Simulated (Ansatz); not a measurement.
## Run report: SiNH4Cl3, molecular dynamics (part 2 of 2)

Continued. System: SiNH4Cl3. Method: RKS PBE-D4/def2-SVP (Ansatz 0.2.0). 

Geometry of the input (Å):
```
Si -0.8227  -0.3369  0.0170
N  0.9397  0.0376  0.3171
Cl -1.0019  -1.1403  -1.8226
Cl -1.1035  -1.8910  1.3503
H  -1.7424  0.7102  0.4445
H  0.9587  0.9961  -0.2866
Cl 0.0488  2.1112  -1.2570
H  1.5623  -0.6719  -0.0608
H  1.1610  0.1850  1.2982
```

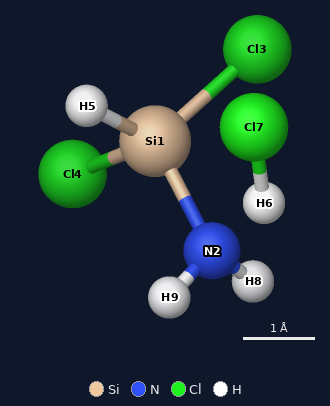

**Figure 1.** The geometry at step 19 of the log (ball-and-stick view, seen at a tilt; atoms are numbered from 1 in the order of the input).

### Trajectory as extended XYZ, continued
```
9
Properties=species:S:1:pos:R:3:forces:R:3 step=8 time_fs=8.0 energy=-46967.52069 temperature=257.8
Si   -0.7883   -0.3356    0.0278   -1.0110   0.1928   0.8527
N     0.9322    0.0476    0.3184    0.7886   0.6237  -0.4163
Cl   -1.0036   -1.1351   -1.8240    0.0412  -0.0999  -0.4147
Cl   -1.1255   -1.9042    1.3493   -0.0220  -0.4075   0.1957
H    -1.7232    0.6887    0.5685    0.1381   0.0196  -0.2962
H     0.9071    1.0536   -0.4520   -0.2796   0.2000  -0.1644
Cl    0.0447    2.1049   -1.2604    0.0974   0.1971  -0.1495
H     1.5999   -0.6268   -0.0316    0.4620  -0.6857  -0.2034
H     1.2817    0.4274    1.1964   -0.2147  -0.0400   0.5961
9
Properties=species:S:1:pos:R:3:forces:R:3 step=9 time_fs=9.0 energy=-46967.52652 temperature=264.9
Si   -0.7861   -0.3347    0.0301   -0.6476  -0.0522   0.8821
N     0.9362    0.0488    0.3198    0.4167   0.4186  -0.8550
Cl   -1.0038   -1.1347   -1.8248    0.0393  -0.0542  -0.3679
Cl   -1.1283   -1.9063    1.3495   -0.0417  -0.3902   0.1726
H    -1.7116    0.6815    0.5732    0.0058   0.1728  -0.2555
H     0.8971    1.0848   -0.4908   -0.2941   0.1528  -0.1054
Cl    0.0442    2.1043   -1.2610    0.1007   0.3111  -0.2303
H     1.6033   -0.6270   -0.0265    0.4760  -0.6861  -0.1743
H     1.2799    0.4468    1.1808   -0.0552   0.1273   0.9336
9
Properties=species:S:1:pos:R:3:forces:R:3 step=10 time_fs=10.0 energy=-46967.54112 temperature=280.2
Si   -0.7841   -0.3338    0.0328   -0.2619  -0.3061   0.8934
N     0.9405    0.0502    0.3206    0.3645   0.0793  -1.0347
Cl   -1.0039   -1.1343   -1.8256    0.0350  -0.0096  -0.3195
Cl   -1.1311   -1.9086    1.3497   -0.0647  -0.3718   0.1522
H    -1.6999    0.6760    0.5754   -0.1342   0.3285  -0.2045
H     0.8843    1.1175   -0.5307   -0.2322   0.0914  -0.0352
Cl    0.0437    2.1037   -1.2615    0.0414   0.4911  -0.3601
H     1.6112   -0.6337   -0.0232    0.2629  -0.4416  -0.0129
H     1.2776    0.4674    1.1741   -0.0108   0.1390   0.9213
9
Properties=species:S:1:pos:R:3:forces:R:3 step=11 time_fs=11.0 energy=-46967.55360 temperature=292.5
Si   -0.7822   -0.3330    0.0357    0.1044  -0.5352   0.8981
N     0.9451    0.0518    0.3207    0.5274  -0.2120  -0.8932
Cl   -1.0041   -1.1339   -1.8266    0.0291   0.0326  -0.2696
Cl   -1.1339   -1.9110    1.3500   -0.0897  -0.3517   0.1346
H    -1.6895    0.6737    0.5756   -0.2529   0.4553  -0.1584
H     0.8694    1.1511   -0.5708   -0.0709  -0.0372   0.0781
Cl    0.0432    2.1032   -1.2622   -0.1087   0.7628  -0.5547
H     1.6216   -0.6447   -0.0200   -0.0518  -0.0819   0.2047
H     1.2753    0.4893    1.1762   -0.0868  -0.0328   0.5604
9
Properties=species:S:1:pos:R:3:forces:R:3 step=12 time_fs=12.0 energy=-46967.54623 temperature=284.0
Si   -0.7802   -0.3323    0.0390    0.4099  -0.7027   0.9053
N     0.9500    0.0532    0.3202    0.6958  -0.3629  -0.5502
Cl   -1.0042   -1.1335   -1.8277    0.0233   0.0718  -0.2173
Cl   -1.1367   -1.9135    1.3503   -0.1140  -0.3292   0.1197
H    -1.6815    0.6757    0.5743   -0.3223   0.5223  -0.1318
H     0.8537    1.1844   -0.6103    0.2081  -0.2759   0.2590
Cl    0.0427    2.1030   -1.2631   -0.3725   1.1434  -0.8219
H     1.6316   -0.6564   -0.0148   -0.3186   0.2348   0.3899
H     1.2721    0.5109    1.1837   -0.2097  -0.3016   0.0474
9
Properties=species:S:1:pos:R:3:forces:R:3 step=13 time_fs=13.0 energy=-46967.51702 temperature=252.8
Si   -0.7781   -0.3320    0.0425    0.6212  -0.7812   0.9146
N     0.9554    0.0543    0.3193    0.7056  -0.3751  -0.1905
Cl   -1.0044   -1.1330   -1.8288    0.0191   0.1070  -0.1607
Cl   -1.1395   -1.9160    1.3506   -0.1340  -0.3029   0.1073
H    -1.6766    0.6827    0.5718   -0.3241   0.5089  -0.1332
H     0.8400    1.2149   -0.6472    0.5904  -0.6274   0.5043
Cl    0.0421    2.1030   -1.2641   -0.7395   1.6119  -1.1415
H     1.6385   -0.6659   -0.0059   -0.4420   0.4016   0.4887
H     1.2668    0.5296    1.1917   -0.2967  -0.5429  -0.3890
9
Properties=species:S:1:pos:R:3:forces:R:3 step=14 time_fs=14.0 energy=-46967.48500 temperature=219.3
Si   -0.7758   -0.3318    0.0464    0.7196  -0.7634   0.9143
N     0.9613    0.0552    0.3182    0.4951  -0.2830   0.0516
Cl   -1.0045   -1.1326   -1.8299    0.0183   0.1380  -0.0977
Cl   -1.1424   -1.9187    1.3510   -0.1455  -0.2718   0.0969
H    -1.6748    0.6945    0.5680   -0.2575   0.4131  -0.1603
H     0.8320    1.2395   -0.6793    0.9868  -1.0070   0.7539
Cl    0.0413    2.1035   -1.2655   -1.1237   2.0665  -1.4392
H     1.6411   -0.6716    0.0077   -0.3886   0.3746   0.4867
H     1.2588    0.5431    1.1959   -0.3043  -0.6669  -0.6063
9
Properties=species:S:1:pos:R:3:forces:R:3 step=15 time_fs=15.0 energy=-46967.47765 temperature=212.1
Si   -0.7733   -0.3320    0.0506    0.7061  -0.6652   0.8855
N     0.9675    0.0558    0.3172    0.0898  -0.1308   0.1057
Cl   -1.0046   -1.1321   -1.8311    0.0222   0.1647  -0.0265
Cl   -1.1454   -1.9214    1.3514   -0.1456  -0.2354   0.0883
H    -1.6755    0.7104    0.5626   -0.1394   0.2531  -0.2008
H     0.8334    1.2545   -0.7042    1.2252  -1.2407   0.8959
Cl    0.0402    2.1046   -1.2673   -1.3558   2.3254  -1.5954
H     1.6401   -0.6737    0.0260   -0.1755   0.1617   0.3996
H     1.2478    0.5502    1.1943   -0.2269  -0.6328  -0.5522
9
Properties=species:S:1:pos:R:3:forces:R:3 step=16 time_fs=16.0 energy=-46967.50671 temperature=242.8
Si   -0.7705   -0.3324    0.0551    0.5995  -0.5187   0.8105
N     0.9738    0.0564    0.3163   -0.4108   0.0136  -0.0585
Cl   -1.0048   -1.1315   -1.8323    0.0313   0.1874   0.0533
Cl   -1.1483   -1.9242    1.3518   -0.1334  -0.1943   0.0816
H    -1.6775    0.7286    0.5554    0.0028   0.0600  -0.2386
H     0.8465    1.2575   -0.7206    1.1533  -1.1820   0.8480
Cl    0.0387    2.1063   -1.2695   -1.2854   2.2435  -1.5256
H     1.6373   -0.6742    0.0481    0.1260  -0.1686   0.2694
H     1.2347    0.5513    1.1875   -0.0832  -0.4409  -0.2400
9
Properties=species:S:1:pos:R:3:forces:R:3 step=17 time_fs=17.0 energy=-46967.55344 temperature=292.5
Si   -0.7675   -0.3329    0.0599    0.4303  -0.3610   0.6809
N     0.9798    0.0570    0.3153   -0.8364   0.0610  -0.4150
Cl   -1.0049   -1.1310   -1.8335    0.0450   0.2066   0.1403
Cl   -1.1513   -1.9270    1.3523   -0.1105  -0.1503   0.0771
H    -1.6795    0.7474    0.5458    0.1406  -0.1324  -0.2596
H     0.8707    1.2493   -0.7288    0.7804  -0.8578   0.6445
Cl    0.0369    2.1086   -1.2721   -0.9224   1.8527  -1.2653
H     1.6358   -0.6763    0.0727    0.3861  -0.4769   0.1578
H     1.2207    0.5481    1.1783    0.0869  -0.1419   0.2393
9
Properties=species:S:1:pos:R:3:forces:R:3 step=18 time_fs=18.0 energy=-46967.59101 temperature=333.6
Si   -0.7643   -0.3336    0.0649    0.2334  -0.2244   0.4994
N     0.9852    0.0577    0.3141   -0.9946  -0.0396  -0.8223
Cl   -1.0050   -1.1303   -1.8346    0.0620   0.2225   0.2314
Cl   -1.1543   -1.9299    1.3528   -0.0805  -0.1059   0.0753
H    -1.6801    0.7650    0.5338    0.2510  -0.2955  -0.2555
H     0.9024    1.2328   -0.7308    0.2661  -0.4375   0.4019
Cl    0.0348    2.1114   -1.2751   -0.4251   1.3310  -0.9350
H     1.6380   -0.6830    0.0989    0.4637  -0.5986   0.1156
H     1.2076    0.5436    1.1715    0.2239   0.1480   0.6892
9
Properties=species:S:1:pos:R:3:forces:R:3 step=19 time_fs=19.0 energy=-46967.61156 temperature=356.7
Si   -0.7611   -0.3344    0.0701    0.0423  -0.1337   0.2781
N     0.9900    0.0583    0.3123   -0.7913  -0.2265  -1.0345
Cl   -1.0051   -1.1296   -1.8357    0.0806   0.2356   0.3228
Cl   -1.1574   -1.9328    1.3533   -0.0474  -0.0634   0.0762
H    -1.6784    0.7797    0.5193    0.3187  -0.4089  -0.2239
H     0.9366    1.2122   -0.7290   -0.2234  -0.0752   0.2130
Cl    0.0326    2.1146   -1.2783    0.0441   0.8449  -0.6367
H     1.6446   -0.6955    0.1262    0.3048  -0.4567   0.1426
H     1.1967    0.5405    1.1712    0.2717   0.2839   0.8624
9
Properties=species:S:1:pos:R:3:forces:R:3 step=20 time_fs=20.0 energy=-46967.61688 temperature=362.5
Si   -0.7578   -0.3352    0.0753   -0.1152  -0.1047   0.0330
N     0.9942    0.0587    0.3097   -0.3166  -0.3712  -0.8783
Cl   -1.0051   -1.1288   -1.8366    0.0991   0.2465   0.4112
Cl   -1.1605   -1.9358    1.3538   -0.0147  -0.0238   0.0795
H    -1.6735    0.7905    0.5027    0.3361  -0.4603  -0.1669
H     0.9686    1.1908   -0.7252   -0.6030   0.1708   0.1031
Cl    0.0304    2.1180   -1.2817    0.4059   0.4680  -0.4090
H     1.6541   -0.7123    0.1548   -0.0104  -0.1272   0.1878
H     1.1883    0.5402    1.1792    0.2188   0.2019   0.6396
9
Properties=species:S:1:pos:R:3:forces:R:3 step=21 time_fs=21.0 energy=-46967.60492 temperature=349.5
Si   -0.7546   -0.3360    0.0806   -0.2187  -0.1450  -0.2207
N     0.9982    0.0589    0.3066    0.2176  -0.4063  -0.4144
Cl   -1.0051   -1.1280   -1.8375    0.1167   0.2557   0.4942
Cl   -1.1635   -1.9387    1.3543    0.0156   0.0127   0.0842
H    -1.6655    0.7969    0.4845    0.3010  -0.4438  -0.0890
H     0.9949    1.1711   -0.7203   -0.8571   0.3129   0.0530
Cl    0.0283    2.1215   -1.2852    0.6524   0.2024  -0.2474
H     1.6635   -0.7303    0.1852   -0.3369   0.2315   0.1964
H     1.1820    0.5417    1.1933    0.1093  -0.0200   0.1436
9
Properties=species:S:1:pos:R:3:forces:R:3 step=22 time_fs=22.0 energy=-46967.57921 temperature=322.2
Si   -0.7515   -0.3369    0.0858   -0.2569  -0.2544  -0.4704
N     1.0023    0.0589    0.3032    0.6161  -0.3528   0.1433
Cl   -1.0052   -1.1271   -1.8382    0.1330   0.2635   0.5702
Cl   -1.1666   -1.9416    1.3549    0.0428   0.0467   0.0894
H    -1.6546    0.7991    0.4654    0.2163  -0.3605   0.0041
H     1.0130    1.1544   -0.7150   -1.0007   0.3877   0.0312
Cl    0.0264    2.1251   -1.2887    0.8058   0.0232  -0.1336
H     1.6697   -0.7461    0.2175   -0.5584   0.4856   0.1452
H     1.1768    0.5431    1.2088    0.0020  -0.2391  -0.3794
9
Properties=species:S:1:pos:R:3:forces:R:3 step=23 time_fs=23.0 energy=-46967.55426 temperature=295.5
Si   -0.7485   -0.3379    0.0909   -0.2295  -0.4238  -0.7056
N     1.0069    0.0585    0.2999    0.7732  -0.2533   0.6029
Cl   -1.0051   -1.1261   -1.8388    0.1476   0.2704   0.6382
Cl   -1.1697   -1.9445    1.3554    0.0666   0.0786   0.0940
H    -1.6416    0.7978    0.4464    0.0911  -0.2193   0.1051
H     1.0215    1.1414   -0.7094   -1.0546   0.4291   0.0113
Cl    0.0248    2.1287   -1.2923    0.8919  -0.0957  -0.0511
H     1.6706   -0.7573    0.2513   -0.6194   0.5658   0.0419
H     1.1716    0.5422    1.2206   -0.0669  -0.3518  -0.7366
9
Properties=species:S:1:pos:R:3:forces:R:3 step=24 time_fs=24.0 energy=-46967.54265 temperature=282.6
Si   -0.7455   -0.3390    0.0957   -0.1488  -0.6331  -0.9162
N     1.0119    0.0581    0.2970    0.6666  -0.1370   0.8572
Cl   -1.0050   -1.1251   -1.8392    0.1604   0.2763   0.6974
Cl   -1.1727   -1.9474    1.3560    0.0868   0.1087   0.0975
H    -1.6277    0.7944    0.4283   -0.0576  -0.0408   0.2048
H     1.0199    1.1324   -0.7036   -1.0370   0.4599  -0.0240
Cl    0.0233    2.1322   -1.2960    0.9307  -0.1726   0.0109
H     1.6655   -0.7630    0.2854   -0.5136   0.4554  -0.0897
H     1.1658    0.5379    1.2254   -0.0875  -0.3168  -0.8380
9
Properties=species:S:1:pos:R:3:forces:R:3 step=25 time_fs=25.0 energy=-46967.54338 temperature=282.6
Si   -0.7426   -0.3404    0.1002   -0.0398  -0.8501  -1.0901
N     1.0175    0.0575    0.2946    0.3365  -0.0319   0.8624
Cl   -1.0049   -1.1239   -1.8394    0.1709   0.2814   0.7470
Cl   -1.1757   -1.9503    1.3567    0.1030   0.1364   0.0997
H    -1.6144    0.7906    0.4123   -0.2042   0.1419   0.2924
H     1.0084    1.1279   -0.6981   -0.9622   0.4923  -0.0819
Cl    0.0221    2.1358   -1.2996    0.9342  -0.2174   0.0575
H     1.6555   -0.7644    0.3186   -0.2738   0.1821  -0.2209
H     1.1591    0.5305    1.2222   -0.0645  -0.1347  -0.6661
9
Properties=species:S:1:pos:R:3:forces:R:3 step=26 time_fs=26.0 energy=-46967.54536 temperature=284.4
Si   -0.7397   -0.3420    0.1043    0.0643  -1.0335  -1.2148
N     1.0233    0.0569    0.2929   -0.1187   0.0137   0.6338
Cl   -1.0048   -1.1227   -1.8394    0.1788   0.2857   0.7861
Cl   -1.1787   -1.9531    1.3573    0.1145   0.1609   0.1005
H    -1.6031    0.7882    0.3990   -0.3177   0.2867   0.3574
H     0.9877    1.1281   -0.6934   -0.8416   0.5286  -0.1614
Cl    0.0212    2.1392   -1.3032    0.9074  -0.2322   0.0888
H     1.6429   -0.7641    0.3497    0.0242  -0.1714  -0.3276
H     1.1518    0.5219    1.2126   -0.0112   0.1616  -0.2628
9
Properties=species:S:1:pos:R:3:forces:R:3 step=27 time_fs=27.0 energy=-46967.54255 temperature=281.9
Si   -0.7368   -0.3440    0.1080    0.1333  -1.1446  -1.2799
N     1.0290    0.0563    0.2916   -0.5536  -0.0593   0.2830
Cl   -1.0046   -1.1214   -1.8392    0.1837   0.2892   0.8137
Cl   -1.1816   -1.9559    1.3580    0.1206   0.1807   0.1000
H    -1.5947    0.7885    0.3891   -0.3708   0.3547   0.3918
H     0.9589    1.1334   -0.6902   -0.6835   0.5618  -0.2523
Cl    0.0205    2.1426   -1.3067    0.8491  -0.2116   0.0998
H     1.6305   -0.7654    0.3777    0.2688  -0.4640  -0.3996
H     1.1444    0.5149    1.2005    0.0524   0.4932   0.2436
9
Properties=species:S:1:pos:R:3:forces:R:3 step=28 time_fs=28.0 energy=-46967.54364 temperature=284.0
Si   -0.7338   -0.3464    0.1113    0.1521  -1.1611  -1.2817
N     1.0343    0.0556    0.2905   -0.8287  -0.2629   0.0321
Cl   -1.0043   -1.1201   -1.8388    0.1851   0.2916   0.8291
Cl   -1.1846   -1.9587    1.3587    0.1204   0.1947   0.0985
H    -1.5900    0.7922    0.3830   -0.3509   0.3253   0.3935
H     0.9236    1.1440   -0.6894   -0.4915   0.5745  -0.3360
Cl    0.0201    2.1460   -1.3103    0.7514  -0.1420   0.0801
H     1.6207   -0.7711    0.4019    0.3600  -0.5519  -0.4435
H     1.1375    0.5125    1.1907    0.1021   0.7318   0.6279
9
Properties=species:S:1:pos:R:3:forces:R:3 step=29 time_fs=29.0 energy=-46967.55937 temperature=300.7
Si   -0.7308   -0.3491    0.1141    0.1268  -1.0865  -1.2248
N     1.0390    0.0548    0.2895   -0.8949  -0.5181   0.0982
Cl   -1.0040   -1.1186   -1.8382    0.1829   0.2924   0.8320
Cl   -1.1874   -1.9613    1.3595    0.1139   0.2020   0.0964
H    -1.5886    0.7991    0.3807   -0.2654   0.2059   0.3665
H     0.8835    1.1602   -0.6919   -0.2616   0.5367  -0.3846
Cl    0.0198    2.1493   -1.3138    0.5996  -0.0007   0.0131
H     1.6144   -0.7821    0.4219    0.2762  -0.3871  -0.4706
H     1.1316    0.5172    1.1869    0.1226   0.7554   0.6738
9
Properties=species:S:1:pos:R:3:forces:R:3 step=30 time_fs=30.0 energy=-46967.58117 temperature=323.0
Si   -0.7277   -0.3523    0.1165    0.0785  -0.9469  -1.1221
N     1.0432    0.0536    0.2885   -0.8200  -0.7108   0.4983
Cl   -1.0036   -1.1171   -1.8373    0.1773   0.2913   0.8230
Cl   -1.1903   -1.9640    1.3602    0.1020   0.2025   0.0938
H    -1.5897    0.8079    0.3819   -0.1383   0.0282   0.3194
H     0.8410    1.1814   -0.6980    0.0195   0.4060  -0.3625
Cl    0.0198    2.1526   -1.3173    0.3731   0.2427  -0.1234
H     1.6107   -0.7968    0.4373    0.0886  -0.0567  -0.4817
H     1.1268    0.5291    1.1896    0.1193   0.5437   0.3553
```
